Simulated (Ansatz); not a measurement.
**GeHF3 (SMILES [F][GeH]([F])[F]) at PBE0/aug-cc-pVDZ**

What is the vertical electron affinity of GeHF3 at PBE0/aug-cc-pVDZ? 

The calculation is run with Ansatz 0.2.0.

48 further runs of the same task are left out: 48 set aside as unsound or not needed. Runs told in other sessions of the task aren't counted.

### Step 1. The structure to begin with

GeHF3 has 5 atoms, charge 0, and is taken as a singlet. As SMILES, `[F][GeH]([F])[F]`. Geometry: relaxed at PBE0-D4/def2-TZVP.

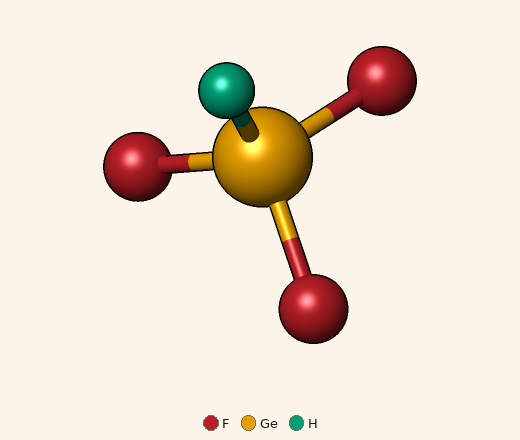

The structure, seen from a chosen angle (fluorine red, germanium amber, hydrogen teal).

### Step 2. The energy at PBE0/aug-cc-pVDZ

File run.yaml:

```yaml
crystal:
  periodic: [false, false, false]
  atoms:
    - symbol: F
      position_ang: [-0.249800, -0.734100, 1.483000]
    - symbol: Ge
      position_ang: [0.095600, -0.008700, -0.023300]
    - symbol: F
      position_ang: [-0.673100, 1.515700, -0.011300]
    - symbol: F
      position_ang: [-0.708100, -0.944000, -1.204000]
    - symbol: H
      position_ang: [1.585200, 0.097300, -0.285700]
basis:
  gaussian:
    orbitals: aug-cc-pVDZ
hamiltonian:
  xc: pbe0
accuracy: high
output:
  orbitals: {seedname: orbitals}
```

Run with:

```console
ansatz run run.yaml --threads 1 --pin off --max-ram 3480MiB --events-out events.jsonl --progress --plain --runs-dir runs
```

What it wrote:

```text
Warning: RAYON_NUM_THREADS=1 ignored (pool sized by the plan → 1); use --threads N
Functional definition: PBE0
  name "PBE0"
  parameter a = 0.25
  parameter kappa = 0.804
  parameter beta = 0.06672455060314922
  exchange = (1 - a)*pbe_x(kappa = kappa, mu = beta*pi^2/3) + a*exact_x
  correlation = pbe_c(beta = beta)
2323 factors; integrals over basis functions are off by at most 4.5e-9 eV
mean field evaluation 1: about -64669.0017 eV, gradient 5.4e1 eV
mean field evaluation 2: about -64661.4111 eV, gradient 8.9e1 eV
mean field evaluation 4: about -64673.3446 eV, gradient 1.4e0 eV
mean field evaluation 8: about -64673.4290 eV, gradient 1.8e-2 eV
mean field evaluation 16: about -64673.4290 eV, gradient 2.3e-6 eV
mean field -64673.42900655 eV, -2376.7046787660 hartree, gradient 8.4e-8 eV, S^2 0.000000; 0 other end points of the search recorded, 0 dependent functions left out
reference -64673.42901044 eV, -2376.7046789089 hartree; 30, 30 occupied and 84, 84 virtual orbitals, 2323 factors
Total energy: -64673.42901044 eV, -2376.7046789089 hartree
```

Wall time 14 s (1 thread of Arm Neoverse V1, shared host); peak memory 0.44 GiB.

### Step 3. The doublet anion at the same level

Edit run.yaml of step 2 so:

```diff
@@ -17,5 +17,8 @@
 hamiltonian:
-  xc: pbe0
+  xc: {name: PBE0}
+total_charge: -1
+magnetization:
+  spin_polarized: true
+  initial_magnetization: 1
 accuracy: high
-output:
-  orbitals: {seedname: orbitals}
+output: {orbitals: {seedname: orbitals}}
```

Run with:

```console
ansatz run run.yaml --threads 1 --pin off --max-ram 3480MiB --events-out events.jsonl --progress --plain --runs-dir runs
```

What it wrote (excerpt; [...] marks lines left out):

```text
Warning: RAYON_NUM_THREADS=1 ignored (pool sized by the plan → 1); use --threads N
[... 7 set-up lines as earlier in the session ...]
2323 factors; integrals over basis functions are off by at most 4.5e-9 eV
mean field evaluation 1: about -64671.4811 eV, gradient 1.5e1 eV
mean field evaluation 2: about -64671.3607 eV, gradient 1.5e1 eV
mean field evaluation 4: about -64672.7139 eV, gradient 1.1e0 eV
mean field evaluation 8: about -64672.8299 eV, gradient 1.1e-1 eV
mean field evaluation 16: about -64672.8304 eV, gradient 3.0e-3 eV
mean field evaluation 32: about -64672.8304 eV, gradient 1.2e-5 eV
mean field evaluation 64: about -64672.7687 eV, gradient 1.1e0 eV
mean field -64672.83043520 eV, -2376.6826816748 hartree, gradient 7.7e-8 eV, S^2 0.750499; 9 other end points of the search recorded, 0 dependent functions left out
reference -64672.83043826 eV, -2376.6826817870 hartree; 31, 30 occupied and 83, 84 virtual orbitals, 2323 factors
Total energy: -64672.83043826 eV, -2376.6826817870 hartree
```

Wall time 85 s (1 thread of Arm Neoverse V1, shared host); peak memory 0.69 GiB.

### Step 4. Summary of results

Level: PBE0/aug-cc-pVDZ.

| quantity | value |
| --- | --- |
| singlet GeHF3: total energy | -2376.70468 Eh |
| singlet GeHF3: HOMO energy | -11.42 eV |
| singlet GeHF3: LUMO energy | -0.86 eV |
| singlet GeHF3: HOMO–LUMO gap | 10.56 eV |
| doublet anion: total energy | -2376.68268 Eh |
| doublet anion: HOMO energy (highest over α and β) | 1.87 eV |
| doublet anion: LUMO energy (lowest over α and β) | 2.77 eV |
| doublet anion: ⟨S²⟩ | 0.750 |
| vertical electron affinity (to the doublet anion) | -0.599 eV |

**Reading.** The anion lies 0.60 eV (13.8 kcal/mol) above the neutral: the electron isn't bound at this level, and such a value depends on the basis. The HOMO (doublet anion) lies at positive energy, 1.87 eV, from the functional's self-interaction, a short basis or an electron that isn't bound; only total energies against the neutral tell.
